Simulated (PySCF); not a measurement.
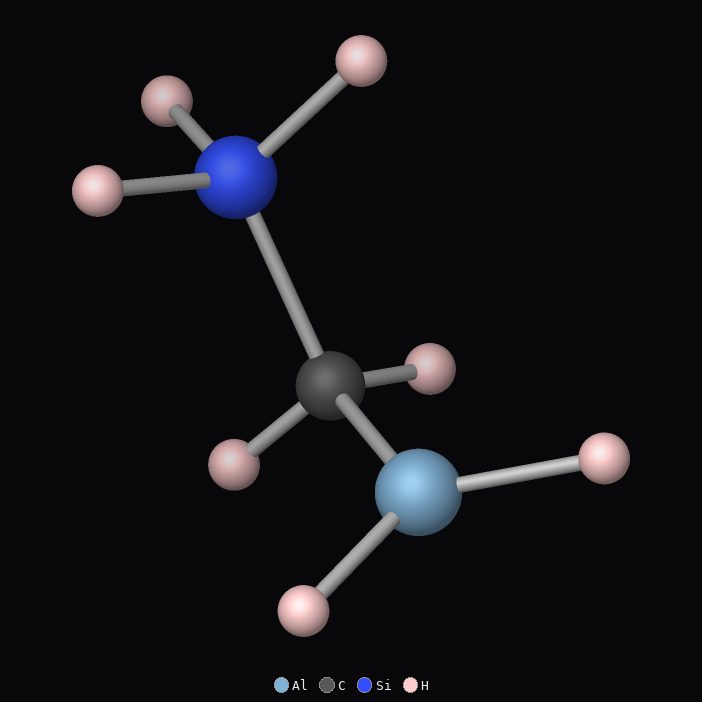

Computed geometry: PBE0-D3(BJ)/def2-SVP optimisation. No frequency run is at hand to confirm it as a minimum.

Give the structural formula.

SMILES: [AlH2][CH2][SiH3]

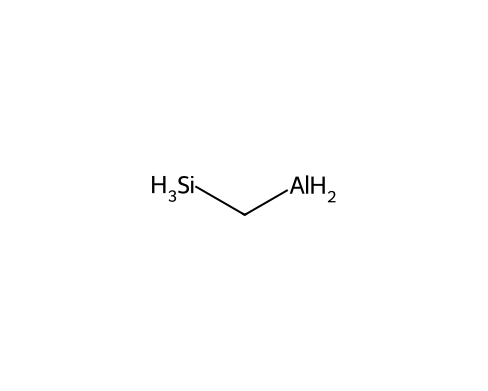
